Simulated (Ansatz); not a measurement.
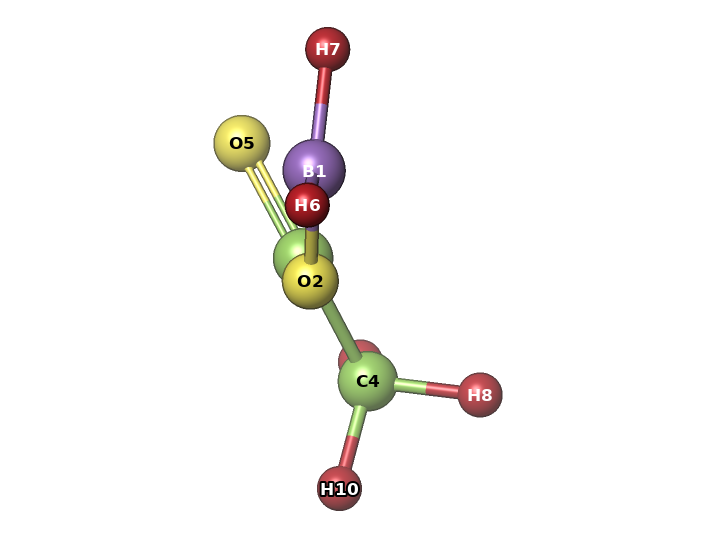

The picture comes from a calculation with Ansatz.

C3 lies behind O2. The molecule seen nearly along the O2–C3 bond, O2 in front. Distant atoms are faded towards the background colour. Geometry: moved along internal coordinates away from the minimum.

### What is the torsion angle B1–O2–C3–O5? The sign is positive where the front bond must turn clockwise to cover the back bond.

−29°, synperiplanar.
